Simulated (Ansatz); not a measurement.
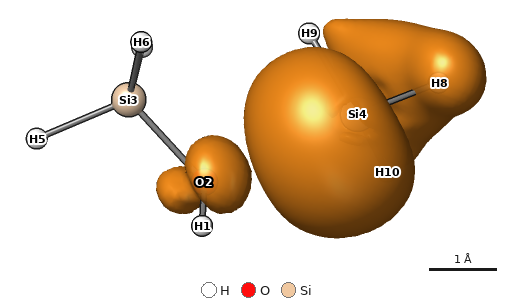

*H$_{4}$OSi···H$_{3}$Si (doublet). Isosurface of the spin density at +0.015 e/Å³ (orange), seen across its widest extent.*

Level of theory: Ansatz 0.2.0, UKS LDA/def2-SVP.

```xyz
10

H    -0.1284    0.0366   -1.8300
O     0.4582    0.0013   -1.0493
Si    0.6904    1.4474   -0.2150
Si   -0.9415   -1.5592    0.4437
H     1.2238    2.4975   -1.1567
H    -0.5895    1.9518    0.4007
H     1.7008    1.1394    0.8474
H    -2.1418   -2.2469    1.0707
H    -0.3201   -0.6664    1.4935
H     0.0483   -2.6014   -0.0050
```

> Where is the unpaired spin?

The unpaired spin (1 electron) lies mostly on Si4 (about 0.8), in electrons by Hirshfeld's partition.
